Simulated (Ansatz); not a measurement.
**Supercells of H-capped Ge nanowire along [001] with a Si core (41 atoms): plane waves and support functions**

Aim: repeat one cell of H-capped Ge nanowire along [001] with a Si core (41 atoms) to ever larger supercells at Γ and follow error, time and memory.

Main program and level: Ansatz 0.2.0; Kohn-Sham DFT, revPBE, PAW (set soft_2), plane waves.

### Step 1. Set-up

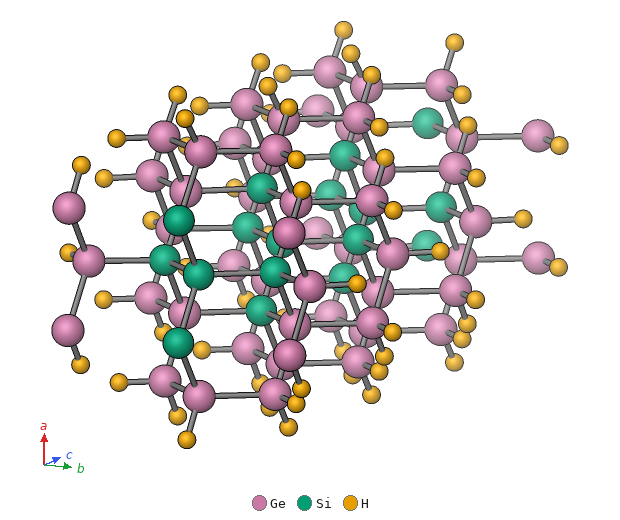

The cell as given, at a slant to the c axis (germanium pink, silicon teal, hydrogen orange). 1×1×3 cells are drawn. Some periodic images of atoms are drawn too.

The cell holds 41 atoms: 16 Ge, 5 Si and 20 H. Its edges and angles: a = 22.500 Å, b = 22.500 Å, c = 5.658 Å, α = 90.0°, β = 90.0°, γ = 90.0°. It derives from Ge (diamond-structure) and Si. Round section of size parameter 4.53 Å cut from diamond-structure Ge (a = 5.658 Å) along [001], 1 period, broken bonds capped with H, 12 Å of vacuum, Si core of radius 2.49 Å. Regions: wire, 21 atoms (16 Ge and 5 Si); hydrogen, 20 atoms (20 H). Vacuum lies along a and b. The structure repeats along c.

What the set-up can't give: The cell is under 6 Å thick along one periodic direction, so every atom has periodic images of itself close by, which move with it and show among its neighbours and in g(r). Beside vacuum, support functions can miss their usual error bounds without a warning.

### Step 2. Plane waves, typed cell on a dense mesh

The typed cell on a k-mesh is the yardstick: it samples like Γ on the cell repeated as often as the mesh has points along each axis. Its own convergence isn't tested.

Input file input.yaml:

```yaml
crystal:
  lattice:
    - [22.5001, 0.0, 0.0]
    - [0.0, 22.5001, 0.0]
    - [0.0, 0.0, 5.658]
  atoms:
    - { symbol: Ge, position: [0.3238, 0.41126, 0.49813] }
    - { symbol: Ge, position: [0.32173, 0.49952, 0.2518] }
    - { symbol: Ge, position: [0.32176, 0.58792, 0.5044] }
    - { symbol: Ge, position: [0.41166, 0.32098, 0.00326] }
    - { symbol: Ge, position: [0.50125, 0.32236, 0.24646] }
    - { symbol: Si, position: [0.49965, 0.41063, 0.50119] }
    - { symbol: Ge, position: [0.41054, 0.40966, 0.74825] }
    - { symbol: Si, position: [0.41157, 0.49986, 0.99753] }
    - { symbol: Si, position: [0.49922, 0.49968, 0.24317] }
    - { symbol: Si, position: [0.49973, 0.58809, 0.50369] }
    - { symbol: Ge, position: [0.41087, 0.58655, 0.75529] }
    - { symbol: Ge, position: [0.41129, 0.67882, 0.00141] }
    - { symbol: Ge, position: [0.49966, 0.67825, 0.24911] }
    - { symbol: Ge, position: [0.58995, 0.32317, 0.00112] }
    - { symbol: Ge, position: [0.67892, 0.40976, 0.49729] }
    - { symbol: Ge, position: [0.58751, 0.41085, 0.75381] }
    - { symbol: Si, position: [0.58929, 0.49996, 0.00413] }
    - { symbol: Ge, position: [0.67799, 0.50199, 0.25201] }
    - { symbol: Ge, position: [0.67756, 0.59, 0.49696] }
    - { symbol: Ge, position: [0.5894, 0.58883, 0.75251] }
    - { symbol: Ge, position: [0.58923, 0.67822, 0.99825] }
    - { symbol: H, position: [0.32316, 0.35707, 0.35048] }
    - { symbol: H, position: [0.26525, 0.41053, 0.65728] }
    - { symbol: H, position: [0.26606, 0.50042, 0.09627] }
    - { symbol: H, position: [0.26675, 0.58926, 0.65791] }
    - { symbol: H, position: [0.32136, 0.64409, 0.33929] }
    - { symbol: H, position: [0.35492, 0.32189, 0.14984] }
    - { symbol: H, position: [0.4116, 0.26664, 0.84056] }
    - { symbol: H, position: [0.50028, 0.26851, 0.40774] }
    - { symbol: H, position: [0.41067, 0.73264, 0.84048] }
    - { symbol: H, position: [0.35526, 0.67712, 0.15603] }
    - { symbol: H, position: [0.50183, 0.73395, 0.40536] }
    - { symbol: H, position: [0.64537, 0.32325, 0.14909] }
    - { symbol: H, position: [0.5877, 0.26656, 0.84705] }
    - { symbol: H, position: [0.67862, 0.35478, 0.33844] }
    - { symbol: H, position: [0.73207, 0.41004, 0.6619] }
    - { symbol: H, position: [0.73348, 0.4981, 0.09146] }
    - { symbol: H, position: [0.73163, 0.5893, 0.65966] }
    - { symbol: H, position: [0.6766, 0.64415, 0.34065] }
    - { symbol: H, position: [0.58797, 0.7336, 0.84273] }
    - { symbol: H, position: [0.64368, 0.67789, 0.15708] }
kpoints:
  mp_grid: { grid: [1, 1, 5] }
hamiltonian:
  xc: revpbe
scf:
  occupations: { method: fixed }
output:
  forces: true
  populations: true
  dos:
    method: { smearing: { sigma: 0.1 } }
    de: 0.1
    projected:
      site_lists:
        Ge: [Ge]
        H: [H]
        Si: [Si]
        wire: [0, 1, 2, 3, 4, 5, 6, 7, 8, 9, 10, 11, 12, 13, 14, 15, 16, 17, 18, 19, 20]
        hydrogen: [21, 22, 23, 24, 25, 26, 27, 28, 29, 30, 31, 32, 33, 34, 35, 36, 37, 38, 39, 40]
  eigenvalues: true
```

Launch:

```
$ ansatz run input.yaml --threads 8 --pin off --max-ram 15872MiB --backend cpu --events-out ev --progress --plain --runs-dir out
```

Numbers of over 12 decimals in the logs are rounded to 6 here.

Log:

```text
Engine: ansatz 0.2.0, aarch64-unknown-linux-gnu
Pseudopotentials: kind: paw
Pseudopotential: Ge, paw, valence charge 14, recommended cutoff 420 eV (normal), Ge.paw.azcp
Pseudopotential: Si, paw, valence charge 4, recommended cutoff 420 eV (normal), Si.paw.azcp
Pseudopotential: H, paw, valence charge 1, recommended cutoff 420 eV (normal), H.paw.azcp
[... 5 lines on functional and potentials left out ...]
Crystal: 41 atoms, lattice volume = 2864.388 Å³
Basis set: ecut = 420 eV, 56071 PW (Γ), exchange–correlation on 320×320×80 points (8 copies of the dense FFT grid, shifted against one another)
Bands: 173, of which v1, the nominal top of the filled ones, is band 132 counted from 1 (131 counted from 0)
Symmetry: 1 space group operations
Space group: P1 (ITA 1), of the structure as read, at distance tolerance 1.4e-4 Å
k-points: 3 of 5 (time reversal used)
[... 9 lines on functional and potentials left out ...]
Initial density: superposition of atomic densities (neutral atoms: chi_scale 0, normalization atom), corrected by the library's trained network
Initial wavefunctions: pseudopotential atomic-orbital guess
Functional: x = revpbe(κ = 1.245, μ = 0.219515), c = pbe(β = 0.066725)
SCF iter   1: F=—  HF=-72289.471115 eV  |F-HF|=—  |Δ(HF+E_count)|=         —  Δρ=1.84e-3  dr2=1.51e-1  ethr=1.77e-3  ⟨swp⟩=5.0  Hψ=1684  notcnv=0  defer=102
preconditioner: auto → Resta (q_TF=auto, 1.834 Å⁻¹)  ε∞=1.6  [insulator: Δε(μ)=2.731 eV  Ē_g=9.051 eV  n_scr=314 (ndim 8)  ℏωp=7.1 eV  f_vac=0.743  ε∞_Penn≈1.6  vacuum switching on, ρ_ref=5.9e-3 e/Å³]
SCF iter   2: F=—  HF=-72289.467584 eV  |F-HF|=—  |Δ(HF+E_count)|=   3.53e-3  Δρ=5.69e-4  dr2=7.44e-2  ethr=5.73e-5  ⟨swp⟩=3.3  Hψ=1008  notcnv=0  defer=117
SCF iter   3: F=—  HF=-72289.458103 eV  |F-HF|=—  |Δ(HF+E_count)|=   9.48e-3  Δρ=4.22e-4  dr2=7.10e-3  ethr=2.82e-5  ⟨swp⟩=4.0  Hψ=527  notcnv=0  defer=117
SCF iter   4: F=—  HF=-72289.459165 eV  |F-HF|=—  |Δ(HF+E_count)|=   1.06e-3  Δρ=1.52e-4  dr2=6.26e-4  ethr=2.69e-6  ⟨swp⟩=2.0  Hψ=523  notcnv=0  defer=117
SCF iter   5: F=—  HF=-72289.459325 eV  |F-HF|=—  |Δ(HF+E_count)|=   1.60e-4  Δρ=4.16e-5  dr2=7.49e-5  ethr=2.37e-7  ⟨swp⟩=2.0  Hψ=820  notcnv=0  defer=117
SCF iter   6: F=—  HF=-72289.459176 eV  |F-HF|=—  |Δ(HF+E_count)|=   1.49e-4  Δρ=1.30e-5  dr2=1.45e-5  ethr=2.84e-8  ⟨swp⟩=2.0  Hψ=675  notcnv=0  defer=107
SCF iter   7: F=—  HF=-72289.459163 eV  |F-HF|=—  |Δ(HF+E_count)|=   1.29e-5  Δρ=7.01e-6  dr2=4.56e-6  ethr=5.47e-9  ⟨swp⟩=2.0  Hψ=525  notcnv=0  defer=109
SCF iter   8: F=—  HF=-72289.459162 eV  |F-HF|=—  |Δ(HF+E_count)|=   6.33e-7  Δρ=3.12e-6  dr2=5.51e-7  ethr=1.73e-9  ⟨swp⟩=2.0  Hψ=515  notcnv=0  defer=109
SCF iter   9: F=-72289.459163 eV  HF=-72289.459163 eV  |F-HF|=2.11e-7  |Δ(HF+E_count)|=   7.90e-7  Δρ=1.10e-6  dr2=9.37e-8  ethr=3.79e-11  ⟨swp⟩=21.0  Hψ=3447  notcnv=0
SCF 1 converged in 9 iterations: F = -72289.459163 eV  dr2 = 9.37e-8
  greatest PAW one-centre occupation: 0.998 electrons in one spin orbital (limit 2), on the Ge atom at site 0 (counted from 0), in its partial waves of l = 2
SCF converged after 9 iterations
Free energy (F): -72289.459163 eV
Harris-Foulkes:  -72289.459163 eV  (|F-HF|=2.11e-7)
Internal energy: -72289.459163 eV  (E = F + TS)
E sigma→0 (E₀):  -72289.459163 eV
Fermi energy:    -3.196739 eV
--- Per-component energies (eV) ---
  E_band       = -5011.142553
  E_kinetic    = 2242.358836
  E_local      = -192075.304481  (includes V_loc(G=0)·N_el)
  E_nonlocal   = 6863.677196
  E_hartree    = 92242.083234
  E_xc         = -1657.727176
  E_vxc        = -1483.995168  (∫ρ·V_xc dr)
  E_paw        = -34980.135192  (= ΣΔE_a)
  E_vpaw       = -5042.070973  (= ΣTr[D̂ρ^β])
  E_aug_tail   = -0.020537  (compensation charges beyond the density's cutoff)
  E_ewald      = 55077.792549
  E_core_change = -2.183592  (= ΣΔE_core)
  E_smearing   = -0.000000  (= −TS)
  E_closure    = -0.000000  (closes the sum)
  Σ components = -72289.459163   (vs F -72289.459163, Δ=0.00e0)
--- Forces (eV/Å), atoms counted from 1 ---
  atom   1  Ge    -1.07449036     0.92228876     1.11594940
  atom   2  Ge     0.69072748     0.16569576    -0.17875470
  atom   3  Ge     0.26980431     0.05291076    -0.34982358
  atom   4  Ge     0.38476052     0.11646202    -0.45406305
  atom   5  Ge    -0.08801072     0.70354163     0.22583778
  atom   6  Si    -0.06532021     0.35179798    -0.44456953
  atom   7  Ge     0.53680741     0.38667693     0.31119886
  atom   8  Si    -0.11170682    -0.48495733     0.41735773
  atom   9  Si     0.21201737     0.03312041     0.52578387
  atom  10  Si    -0.01515468    -0.14239873    -0.46277608
  atom  11  Ge     0.29277199     0.51485701    -0.20396395
  atom  12  Ge     0.23510038    -0.54431887    -0.21823167
  atom  13  Ge     0.19844597    -0.64725822     0.22533050
  atom  14  Ge    -0.81856000    -0.42596596    -0.58215897
[...]
atom  40  H      0.05264758     0.33522626    -0.24599838
  atom  41  H      0.25560401     0.31855827    -0.06863094
  max |Σ_I F_I| component: 5.76e-5 eV/Å
--- Band table (eV) ---
  k-point 0: bands = ["-26.6497", "-26.6340", "-26.6274", "-26.6103", [... 157 levels ...], "2.1774", "2.2219", "2.2569", "2.3600", "2.4000", "2.5218", "2.6332", "2.6653", "2.7202", "2.7851", "2.8126", "2.8229"]
  k-point 1: bands = ["-26.6497", "-26.6341", "-26.6276", "-26.6104", [... 157 levels ...], "2.2081", "2.2311", "2.3788", "2.4415", "2.5375", "2.5751", "2.6279", "2.6852", "2.7181", "2.7766", "2.8378", "2.8448"]
  k-point 2: bands = ["-26.6498", "-26.6342", "-26.6279", "-26.6104", [... 157 levels ...], "2.4862", "2.5121", "2.5299", "2.6099", "2.7157", "2.7945", "2.8027", "2.8768", "2.9221", "2.9325", "2.9838", "3.0970"]
--- Löwdin populations: 41 sites ---
  site symbol       q [e]
     0     Ge     13.8072
     1     Ge     13.9272
     2     Ge     13.8092
[...]
40      H      1.0420
  spilling = 0.004625 (of n_electrons = 264.000000)
```

The job ended after 68 s (8 threads of Arm Neoverse N1, shared host; peak memory 6 GiB; 8.7 min of CPU time).

The run gave:

| Property | Result |
| --- | --- |
| free energy | -72289.4592 eV |
| free energy per atom | -1763.1575 eV/atom |
| SCF cycles | 9 |
| r.m.s. force component | 0.3852 eV/Å |
| longest force | 1.803 eV/Å |
| Fermi energy | -3.197 eV |
| gap (highest filled to lowest empty level) | 2.729 eV |
| spilling of the projection | 0.004625 |

The r.m.s. force component of 0.39 eV/Å sets the scale for the differences below.

### Step 3. Plane waves, 41 atoms

The typed cell is solved at Γ alone, the coarsest sampling of the series.

input.yaml, the sections that differ from step 2:

```yaml
kpoints:
  mp_grid: { grid: [1, 1, 1] }
output:
  forces: true
  eigenvalues: true
# crystal, hamiltonian, scf: as in step 2
```

Log:

```text
[...]
Crystal: 41 atoms, lattice volume = 2864.388 Å³
Basis set: ecut = 420 eV, 56071 PW (Γ), exchange–correlation on 320×320×80 points (8 copies of the dense FFT grid, shifted against one another)
Bands: 173, of which v1, the nominal top of the filled ones, is band 132 counted from 1 (131 counted from 0)
Symmetry: 1 space group operations
[...]
k-points: 1
[...]
SCF iter   1: F=—  HF=-72289.264197 eV  |F-HF|=—  |Δ(HF+E_count)|=         —  Δρ=1.88e-3  dr2=1.06e-1  ethr=1.77e-3  ⟨swp⟩=5.0  Hψ=561  notcnv=0  defer=34
[...]
SCF iter   3: F=—  HF=-72289.261440 eV  |F-HF|=—  |Δ(HF+E_count)|=   8.50e-4  Δρ=4.16e-4  dr2=1.47e-2  ethr=1.25e-5  ⟨swp⟩=5.0  Hψ=320  notcnv=0  defer=19
automatic band count: iteration 3 solves 153 bands in place of 173: the levels show a gap, and the empty bands left out lie too high to hold charge; the band table lists the bands solved (type scf.n_extra_bands for more)
SCF iter   4: F=—  HF=-72289.261091 eV  |F-HF|=—  |Δ(HF+E_count)|=   3.50e-4  Δρ=1.13e-4  dr2=5.85e-4  ethr=5.57e-6  ⟨swp⟩=3.0  Hψ=177  notcnv=0  defer=19
[...]
SCF iter   9: F=-72289.261339 eV  HF=-72289.261339 eV  |F-HF|=1.48e-7  |Δ(HF+E_count)|=   7.37e-7  Δρ=1.03e-6  dr2=9.93e-8  ethr=3.79e-11  ⟨swp⟩=16.0  Hψ=755  notcnv=0
SCF 1 converged in 9 iterations: F = -72289.261339 eV  dr2 = 9.93e-8
[...]
SCF converged after 9 iterations
Free energy (F): -72289.261339 eV
[...]
Internal energy: -72289.261339 eV  (E = F + TS)
E sigma→0 (E₀):  -72289.261339 eV
Fermi energy:    -3.150735 eV
[...]
Σ components = -72289.261339   (vs F -72289.261339, Δ=0.00e0)
--- Forces (eV/Å), atoms counted from 1 ---
  atom   1  Ge    -0.90210639     0.98169711     1.11208404
  atom   2  Ge     0.91532162     0.16588311    -0.18311683
  atom   3  Ge     0.44042131    -0.00474659    -0.35166395
  atom   4  Ge     0.43965305     0.29705174    -0.46192211
[...]
atom  41  H      0.31335284     0.25558916    -0.07216660
  max |Σ_I F_I| component: 3.74e-5 eV/Å
--- Band table (eV) ---
[...]
```

Wall time 10 s (8 threads); peak memory 2.2 GiB; 75 s of CPU time.

The energy lies 4.83 meV/atom above the dense-mesh reference.

### Step 4. Support functions, 41 atoms

The typed cell is solved at Γ alone, now in support functions.

This step: Kohn-Sham DFT, revPBE, PAW (set soft_2), localised support functions (medium) (Ansatz 0.2.0).

Edit input.yaml of step 3 so:

```diff
@@ -13,2 +13,5 @@
   occupations: { method: fixed }
+  eigensolver: { kind: { support_functions: { accuracy: medium } } }
+  mixing: { beta: 0.2 }
+  max_iter: 150
 output:
```

Wall time 81 s (8 threads); peak memory 3.8 GiB; 10 min of CPU time.

The program notes that the band table was not solved further than the SCF left it and it switched symmetry off.

It converged in 15 SCF cycles; the log is left out.

The energy lies 3.14 meV/atom above the dense-mesh reference, and 1.7 meV/atom below plane waves of the same size, an offset between the two bases that leaves the sampling error alike.

### Step 5. Plane waves, 123 atoms

The cell is repeated and solved at Γ in plane waves, whose cost grows towards the cube of the size.

This step: Kohn-Sham DFT, revPBE, PAW (set soft_2), plane waves (Ansatz 0.2.0).

input.yaml, the sections that differ from step 4:

```yaml
crystal:
  lattice:
    - [22.5001, 0.0, 0.0]
    - [0.0, 22.5001, 0.0]
    - [0.0, 0.0, 5.658]
  atoms:
    [... the 41 atom lines of step 2 ...]
  supercell: [1, 1, 3]
scf:
  occupations: { method: fixed }
# kpoints, hamiltonian, output: as in step 4
```

Log:

```text
[...]
Crystal: 123 atoms, lattice volume = 8593.164 Å³
Basis set: ecut = 420 eV, 168053 PW (Γ), exchange–correlation on 320×320×240 points (8 copies of the dense FFT grid, shifted against one another)
Bands: 519, of which v1, the nominal top of the filled ones, is band 396 counted from 1 (395 counted from 0)
Symmetry: 3 space group operations
[...]
k-points: 1
[...]
SCF iter   1: F=—  HF=-216868.397719 eV  |F-HF|=—  |Δ(HF+E_count)|=         —  Δρ=1.83e-3  dr2=4.53e-1  ethr=1.77e-3  ⟨swp⟩=5.0  Hψ=1666  notcnv=0  defer=112
[...]
SCF iter   5: F=—  HF=-216868.361571 eV  |F-HF|=—  |Δ(HF+E_count)|=   4.86e-4  Δρ=4.09e-5  dr2=2.19e-4  ethr=2.39e-7  ⟨swp⟩=2.0  Hψ=807  notcnv=0  defer=61
[...]
SCF iter   9: F=—  HF=-216868.361458 eV  |F-HF|=—  |Δ(HF+E_count)|=   2.40e-6  Δρ=1.08e-6  dr2=2.66e-7  ethr=2.12e-10  ⟨swp⟩=2.0  Hψ=565  notcnv=0  defer=50
SCF iter  10: F=-216868.361458 eV  HF=-216868.361458 eV  |F-HF|=2.10e-7  |Δ(HF+E_count)|=   5.66e-7  Δρ=4.17e-7  dr2=1.73e-8  ethr=1.26e-11  ⟨swp⟩=17.0  Hψ=2301  notcnv=0
SCF 1 converged in 10 iterations: F = -216868.361458 eV  dr2 = 1.73e-8
[...]
SCF converged after 10 iterations
Free energy (F): -216868.361458 eV
[...]
Internal energy: -216868.361458 eV  (E = F + TS)
E sigma→0 (E₀):  -216868.361458 eV
Fermi energy:    -3.196578 eV
[...]
Σ components = -216868.361458   (vs F -216868.361458, Δ=0.00e0)
--- Forces (eV/Å), atoms counted from 1 ---
  atom   1  Ge    -1.07516530     0.92526417     1.11176899
  atom   2  Ge     0.68742978     0.16502825    -0.17412567
  atom   3  Ge     0.27020879     0.05089188    -0.35323429
  atom   4  Ge     0.38741207     0.11617120    -0.45039322
  atom   5  Ge    -0.08762957     0.69968141     0.22088014
  atom   6  Si    -0.06509556     0.34734858    -0.43808880
  [... forces on the other 117 atoms ...]
  max |Σ_I F_I| component: 2.55e-5 eV/Å
--- Band table (eV) ---
[... left out ...]
```

The job ended after 1.8 min (8 threads; peak memory 10 GiB).

The program repeats the typed cell 1×1×3 times, 123 atoms in all; totals in the log are those of the whole repeated cell, and force differences are taken after averaging over the copies of each atom.

The energy lies 0.130 meV/atom above the dense-mesh reference.

### Step 6. Support functions, 123 atoms

The repeated cell is solved at Γ in support functions.

This step: Kohn-Sham DFT, revPBE, PAW (set soft_2), localised support functions (medium) (Ansatz 0.2.0).

Edit input.yaml of step 5 so:

```diff
@@ -14,2 +14,5 @@
   occupations: { method: fixed }
+  eigensolver: { kind: { support_functions: { accuracy: medium } } }
+  mixing: { beta: 0.2 }
+  max_iter: 150
 output:
```

Log:

```text
Warning: scf.eigensolver.kind.support_functions: disabling space-group detection — the functions' gradient is summed over unrotated k-points, so no spatial operation reduces the k-mesh or symmetrises the density; time reversal is kept, so that k and −k are solved as one point where they differ and the mesh holds both, and exact exchange and, on two spinor components, a DFT+U term hold to it where the run has them: [...]
settings of this run that can trade accuracy for cost: scf.eigensolver.kind.support_functions [...]
[...]
Crystal: 123 atoms, lattice volume = 8593.164 Å³
Basis set: ecut = 420 eV, 168053 PW (Γ), exchange–correlation on 320×320×240 points (8 copies of the dense FFT grid, shifted against one another)
Bands: 476, of which v1, the nominal top of the filled ones, is band 396 counted from 1 (395 counted from 0)
Symmetry: 1 space group operations
k-points: 1
[...]
SCF iter   1: F=—  HF=-216846.331507 eV  |F-HF|=—  |Δ(HF+E_count)|=         —  Δρ=2.64e-2  dr2=5.80e1  ethr=1.00e-1
[...]
SCF iter  14: F=—  HF=-216868.564429 eV  |F-HF|=—  |Δ(HF+E_count)|=   2.20e-4  Δρ=6.36e-6  dr2=3.21e-6  ethr=1.18e-9  κ⁻¹=1.2e-5(r=7)
SCF iter  15: F=-216868.564618 eV  HF=-216868.564625 eV  |F-HF|=6.70e-6  |Δ(HF+E_count)|=   1.96e-4  Δρ=2.03e-6  dr2=4.40e-7  ethr=4.05e-10
SCF 1 converged in 15 iterations: F = -216868.569246 eV  dr2 = 4.40e-7
[...]
SCF converged after 15 iterations
Stability not checked: this state was not tested for a lower state beside it, because the mixer in use, unlike msr1, does not test its closes by its own steps (another_mixer; see scf.mixing.algorithm and scf.lower_state_search)
Free energy (F): -216868.569246 eV
[...]
Internal energy: -216868.569246 eV  (E = F + TS)
E sigma→0 (E₀):  -216868.569246 eV
Fermi energy:    -3.196892 eV
[...]
Σ components = -216868.569246   (vs F -216868.569246, Δ=0.00e0)
--- Forces (eV/Å), atoms counted from 1 ---
  atom   1  Ge    -1.07665618     0.92222145     1.11060969
  atom   2  Ge     0.68506845     0.16509101    -0.17554934
  atom   3  Ge     0.26777282     0.05262438    -0.35271864
  atom   4  Ge     0.38489570     0.11397132    -0.45045131
  atom   5  Ge    -0.08772157     0.69711733     0.22258188
  atom   6  Si    -0.06509266     0.34737927    -0.43818011
  [... forces on the other 117 atoms ...]
  max |Σ_I F_I| component: 1.75e-3 eV/Å
--- Band table (eV) ---
[... left out ...]
[...]
```

Wall time 4.8 min (8 threads); peak memory 9.5 GiB.

The program repeats the typed cell 1×1×3 times, 123 atoms in all; totals in the log are those of the whole repeated cell, and force differences are taken after averaging over the copies of each atom.

The energy lies 1.56 meV/atom below the dense-mesh reference, and 1.7 meV/atom below plane waves of the same size, an offset between the two bases that leaves the sampling error alike.

(Continued in part 2 of 2.)

[Logs are printed without paths, hosts, clocks, repeated set-up lines and the standing remarks that a program may print on its own settings, such as how far it seeks lower states.]

[Hosts, paths, dates, database ids (printed as entryN), source tags and the programs' standing remarks are cut or masked in the printed files.]
